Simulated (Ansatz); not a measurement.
# The potential step between two gates: Bi2Se3 quintuple layer bilayer, AB

Two oppositely charged gates put a neutral stack in a displacement field D. The voltage between them is D/ε₀ times an electrical distance, shorter than the real one because the stack screens.

Set-up. Ansatz 0.2.0, plane waves with PAW datasets (its set soft_2), PBE-D3(BJ); isolated slab, charged sheets 5 Å from the outer atoms behind model barriers, atoms held. Voltages count from the uncharged case.

| run | D/ε₀ (V/nm) | step in an electron's potential, upper less lower gate (eV) |
| --- | --- | --- |
| run 1 | −1.810 | −1.573 |
| run 2 | 0.000 | 0.000 |
| run 3 | 0.905 | 0.787 |
| run 4 | 1.810 | 1.573 |
| run 5 | 2.714 | 2.359 |
| run 6 | 3.619 | ? |

**Question.** What value belongs in the row marked “?”, and how far can the other rows tell?

A least-squares line through the 5 rows shown has slope 0.8691 and intercept 0.0001; no row lies more than 0.001 eV off it. The size of the slope, 0.869 nm, is the electrical distance; the sheets are 2.654 nm apart, and screening reaches beyond the outer atoms. At 3.619 it gives 0.8691 × 3.619 + 0.0001 = 3.145 eV, beyond the rows fitted. Rounding and scatter of the rows alone allow about ±0.001 eV there.

The run itself gives 3.145 eV: a miss of 0.000 eV, or 0.0 % of the value. Screening stays linear to within 1 % over this range.

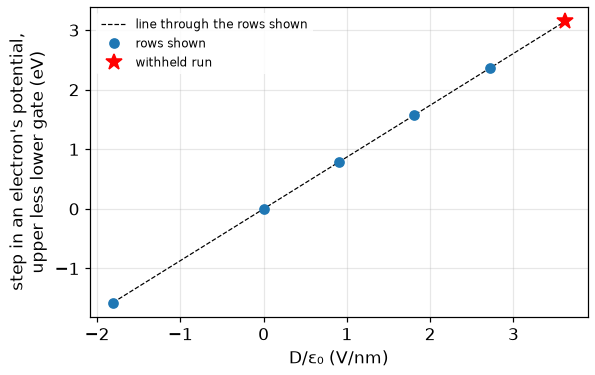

The fit and the withheld run.

**Limits.** The gates are model sheets, not atoms. Spin-orbit coupling is left out, which changes the bands of elements this heavy.
